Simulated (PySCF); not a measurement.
**C$_{2}$H$_{10}$OPSi$_{2}$ (SMILES CCO[SiH2][SiH]P) (doublet): density, localisation and related maps**

```xyz
16

C    -1.7808   -1.2039   -0.6258
C    -1.1356   -0.6367    0.6291
O    -1.0513    0.7530    0.6109
Si   -0.2179    1.7473   -0.3625
Si    2.0348    1.1858   -0.3633
P     2.5201   -0.7369    0.6895
H    -1.8978   -2.2795   -0.5267
H    -2.7580   -0.7504   -0.7757
H    -1.1611   -0.9941   -1.4949
H    -1.7275   -0.9026    1.5119
H    -0.1267   -1.0637    0.7515
H    -0.8082    1.7647   -1.7093
H    -0.5145    2.9943    0.3331
H     2.5628    0.8910   -1.7181
H     2.1892   -0.2842    1.9557
H     3.8649   -0.4753    0.8856
```

Geometry: GFN2-xTB.

The calculation used UKS B3LYP, pcH-1 on C H O P Si, non-relativistic, mean-field spin-orbit, GIAO in PySCF.

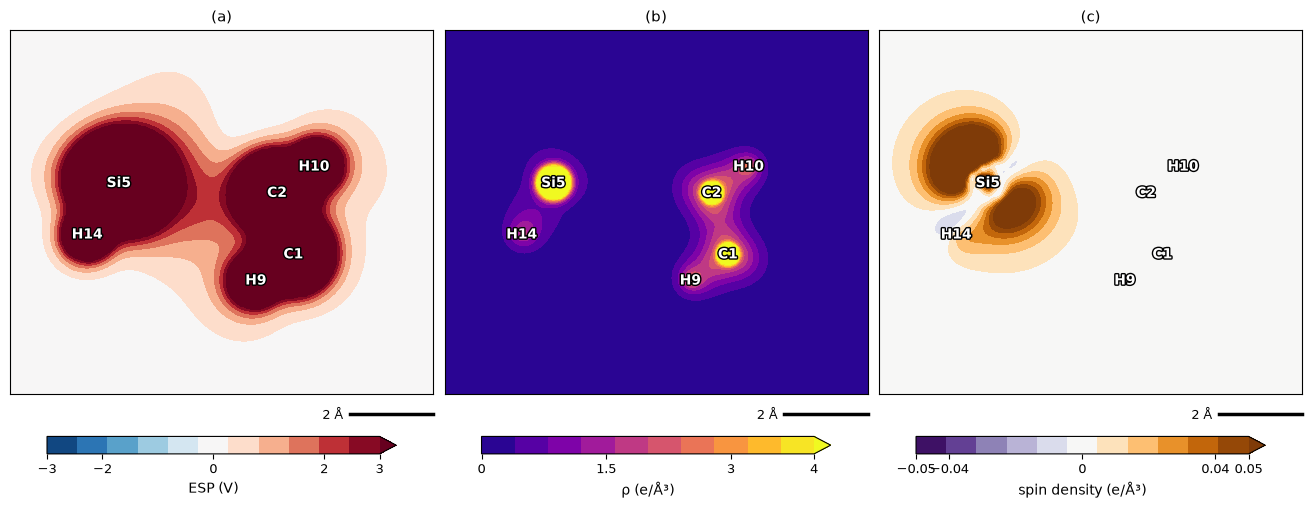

Figure 1. (a) electrostatic potential; (b) total electron density; (c) spin density on the plane of atoms C2, C1 and H9.

Describe what can be read from this map.

Answer. Atoms in the plane: C, Si and H.
C–C (1.52 Å): ρ at the midpoint is about 1.7 e/Å³.
C–H (1.09 Å): the density is about 2 e/Å³ at the midpoint.
The unpaired spin (1 electron) lies mostly on Si5 (about 0.7), P6 (about 0.1) and Si4 (about 0.1), in electrons by Hirshfeld's partition.
The potential has no marked negative region in this plane.

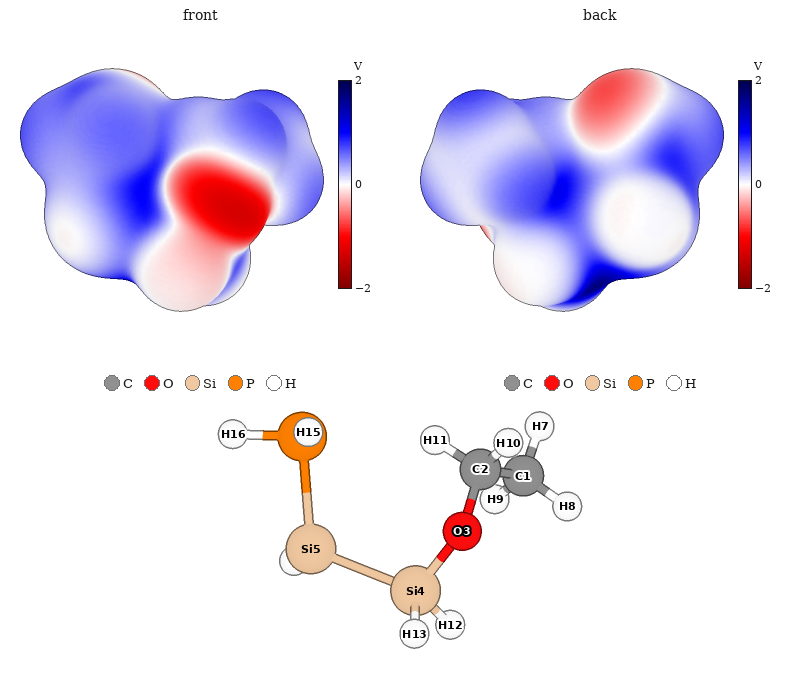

Figure 2. The electrostatic potential painted on the density surface at 0.002 e/bohr³, seen from the front and from behind; the colour scale runs from red (negative) to blue (positive). The bare structure is drawn below in the same view.

Which sites attract a positive test charge, and which a negative one?

Answer. A positive charge is drawn to the negative regions and a negative charge to the positive ones. The most negative region (about −1.3 V) lies over O3, the most positive (about +1.5 V) over Si4. O3 is the likeliest acceptor of a hydrogen bond.
